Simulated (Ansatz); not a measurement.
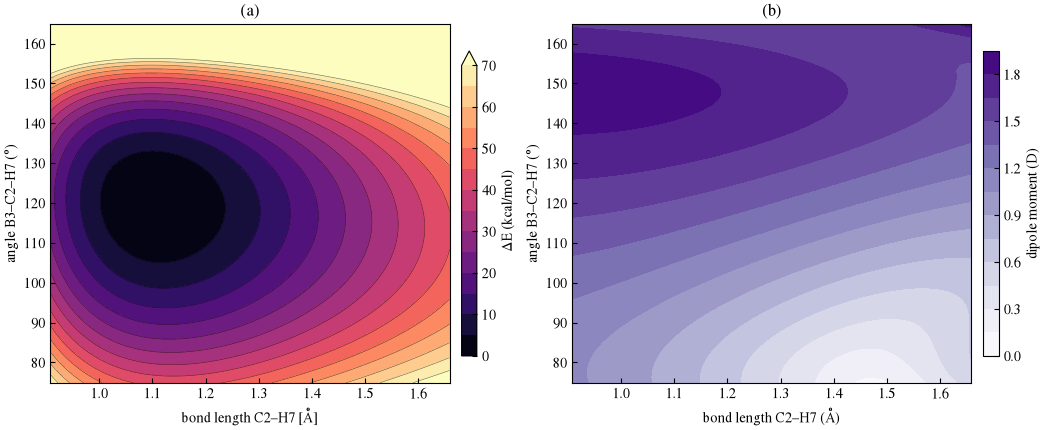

CH3BFNS, SMILES N=CB(F)S. Coordinates scanned: (1) bond length C2–H7; (2) angle B3–C2–H7. Nothing is relaxed (all other coordinates rigid). Grid: 15 × 15 points. Points are written as (first, second). Energies: kcal/mol, counted from the relaxed molecule at the same level. The reference is spin-restricted, which grows unreliable where a bond is stretched far. Level of theory: Ansatz 0.2.0, RKS PBE0-D4/def2-SVP.

Panel (a) is the energy; panel (b) is the computed dipole moment, in D.

Drawn: filled contours, one colour for all values above the top of the scale. Between grid points the surface is interpolated.

> How does the dipole moment vary over the map, and what is it at the lowest grid point?

Leaving out the highest fifth of the energies, it runs from 0.14 D at (1.444 Å, 74.9°) to 1.86 D at (0.907 Å, 145.6°). At the lowest grid point, (1.122 Å, 119.9°), it is 1.47 D.

| angle B3–C2–H7 ↓, bond length C2–H7 → | 0.907 | 0.961 | 1.014 | 1.068 | 1.122 | 1.175 | 1.229 | 1.283 | 1.337 | 1.390 | 1.444 | 1.498 | 1.552 | 1.605 | 1.659 |
| --- | --- | --- | --- | --- | --- | --- | --- | --- | --- | --- | --- | --- | --- | --- | --- |
| 164.9 | 1.62 | 1.60 | 1.59 | 1.57 | 1.55 | 1.53 | 1.51 | 1.50 | 1.50 | 1.52 | 1.55 | 1.59 | 1.66 | 1.75 | 1.86 |
| 158.5 | 1.79 | 1.78 | 1.76 | 1.74 | 1.72 | 1.70 | 1.67 | 1.64 | 1.61 | 1.58 | 1.55 | 1.53 | 1.52 | 1.53 | 1.54 |
| 152.1 | 1.86 | 1.85 | 1.84 | 1.83 | 1.81 | 1.79 | 1.76 | 1.73 | 1.70 | 1.66 | 1.62 | 1.58 | 1.55 | 1.51 | 1.49 |
| 145.6 | 1.86 | 1.86 | 1.85 | 1.84 | 1.82 | 1.80 | 1.78 | 1.74 | 1.71 | 1.67 | 1.63 | 1.59 | 1.55 | 1.51 | 1.47 |
| 139.2 | 1.82 | 1.82 | 1.81 | 1.79 | 1.78 | 1.75 | 1.73 | 1.69 | 1.66 | 1.62 | 1.58 | 1.53 | 1.49 | 1.45 | 1.41 |
| 132.8 | 1.75 | 1.74 | 1.73 | 1.71 | 1.69 | 1.67 | 1.64 | 1.60 | 1.56 | 1.52 | 1.48 | 1.43 | 1.39 | 1.35 | 1.31 |
| 126.3 | 1.65 | 1.65 | 1.63 | 1.61 | 1.59 | 1.56 | 1.52 | 1.48 | 1.44 | 1.39 | 1.35 | 1.30 | 1.26 | 1.22 | 1.18 |
| 119.9 | 1.56 | 1.54 | 1.52 | 1.50 | 1.47 | 1.43 | 1.39 | 1.35 | 1.30 | 1.25 | 1.20 | 1.15 | 1.11 | 1.07 | 1.04 |
| 113.5 | 1.45 | 1.44 | 1.41 | 1.38 | 1.34 | 1.30 | 1.26 | 1.20 | 1.15 | 1.10 | 1.04 | 0.99 | 0.95 | 0.92 | 0.90 |
| 107.1 | 1.35 | 1.33 | 1.30 | 1.26 | 1.22 | 1.17 | 1.11 | 1.06 | 1.00 | 0.94 | 0.88 | 0.83 | 0.79 | 0.77 | 0.76 |
| 100.6 | 1.26 | 1.23 | 1.19 | 1.15 | 1.09 | 1.04 | 0.97 | 0.90 | 0.84 | 0.77 | 0.71 | 0.67 | 0.64 | 0.64 | 0.66 |
| 94.2 | 1.18 | 1.14 | 1.10 | 1.04 | 0.98 | 0.91 | 0.84 | 0.76 | 0.68 | 0.61 | 0.55 | 0.52 | 0.51 | 0.55 | 0.61 |
| 87.8 | 1.12 | 1.07 | 1.02 | 0.96 | 0.88 | 0.80 | 0.72 | 0.62 | 0.54 | 0.46 | 0.40 | 0.39 | 0.42 | 0.50 | 0.61 |
| 81.3 | 1.08 | 1.03 | 0.97 | 0.90 | 0.81 | 0.72 | 0.62 | 0.52 | 0.41 | 0.32 | 0.26 | 0.27 | 0.35 | 0.47 | 0.60 |
| 74.9 | 1.08 | 1.03 | 0.96 | 0.88 | 0.80 | 0.70 | 0.59 | 0.48 | 0.36 | 0.24 | 0.14 | 0.13 | 0.24 | 0.37 | 0.52 |
